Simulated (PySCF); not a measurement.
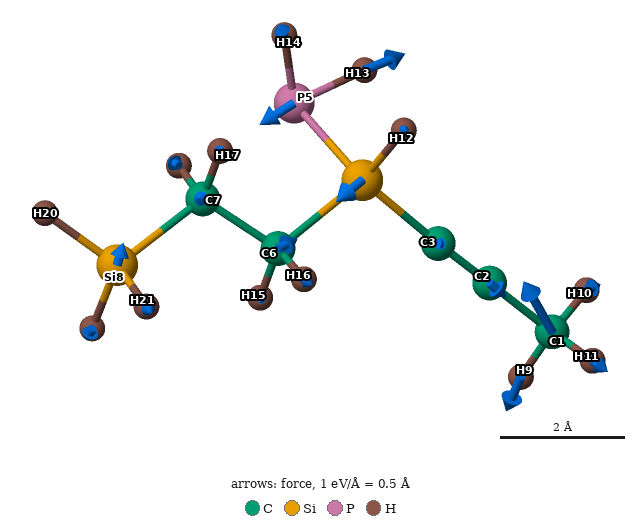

Starting geometry of C5H13PSi2 with the computed forces as blue arrows. A ball-and-stick model, seen at a tilt.

The start comes from GFN2-xTB. Its atoms were then displaced at random by about 0.01 Å.

Method: PySCF 2.14.0, density-fitted response routines, PBE0-D3(BJ)/def2-SVP geometry optimisation, gas phase. 

### Is this structure relaxed? If not, where do the atoms go?

It isn't relaxed: the largest force vector, on a C atom, is 2.36 eV/Å. The final displacements have little in common with the starting forces (cosine between the two patterns 0.09). The energy falls by 21.0 kJ/mol in 9 geometry steps. An H atom moves most after the best rigid fit: 0.27 Å. Largest moves by element: H 0.27 Å, P 0.19 Å, C 0.14 Å, Si 0.11 Å. Among the contacts that change: H–P 1.364 → 1.428 Å, C–Si 1.941 → 1.886 Å, C–H 1.060 → 1.101 Å, H–Si 1.465 → 1.496 Å. Bond angles that change, for instance: P–Si–C 104.8° → 108.0°, H–C–H 110.8° → 107.9°, C–C–H 108.2° → 111.0°.
